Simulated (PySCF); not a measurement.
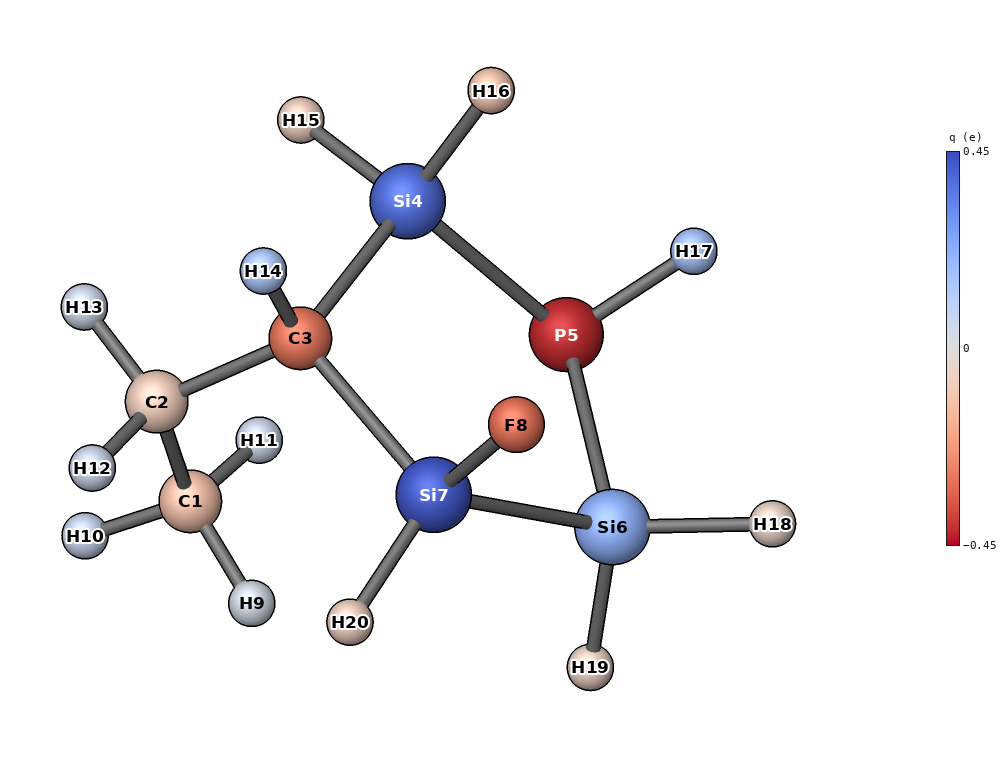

Atoms are coloured by their ESP-fitted charges. The computed structure is the end point of a GFN2-xTB optimisation. No frequency run is at hand to confirm it as a minimum. Properties computed with PBE0/pcSseg-1, gas phase (PySCF 2.14.0).

### Which atom carries the highest charge (most positive or least negative)?

Si7 (0.42 e).

### And the lowest?

P5 (−0.41 e).

List the ESP-fitted charges.

| atom | value (e) |
| --- | --- |
| C1 | −0.11 |
| C2 | −0.08 |
| C3 | −0.29 |
| Si4 | 0.37 |
| P5 | −0.41 |
| Si6 | 0.21 |
| Si7 | 0.42 |
| F8 | −0.30 |
| H9 | 0.03 |
| H10 | 0.06 |
| H11 | 0.05 |
| H12 | 0.05 |
| H13 | 0.05 |
| H14 | 0.13 |
| H15 | −0.07 |
| H16 | −0.10 |
| H17 | 0.16 |
| H18 | −0.04 |
| H19 | −0.06 |
| H20 | −0.06 |

The geometry is semi-empirical. Around P, Si such bond lengths and angles can be off by a tenth of an ångström or more and by several degrees, and values that hang on the shape move with them.
